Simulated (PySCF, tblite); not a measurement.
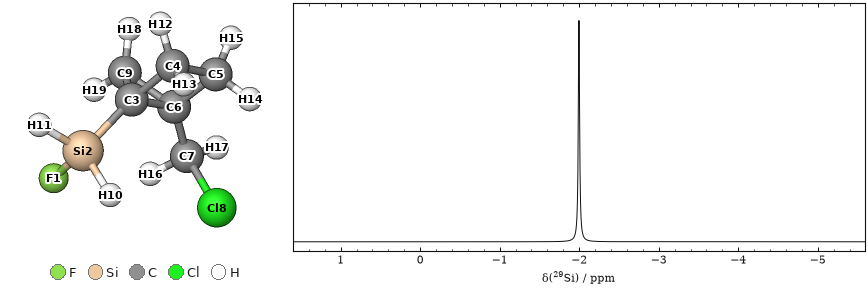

Spectrum and numbered structure of C₆H₁₀ClFSi, SMILES F[SiH2][C@@]12CC[C@]1(CCl)C2. GIAO shifts, PBE0/pcSseg-1 in PySCF, at a GFN2-xTB geometry (a minimum by its frequencies), against TMS for ²⁹Si computed at the same level. Gas phase, fully decoupled, line heights follow the number of nuclei, widths are arbitrary (no quadrupolar broadening); values of one conformer, averaged over methyl-type rotors and exact or near symmetry; other conformers aren't averaged in.

Where does the ²⁹Si line lie?

Answer. At −2.0 ppm (Si2).

Caveats: the tight-binding geometry is rougher than a DFT one and adds to the error.
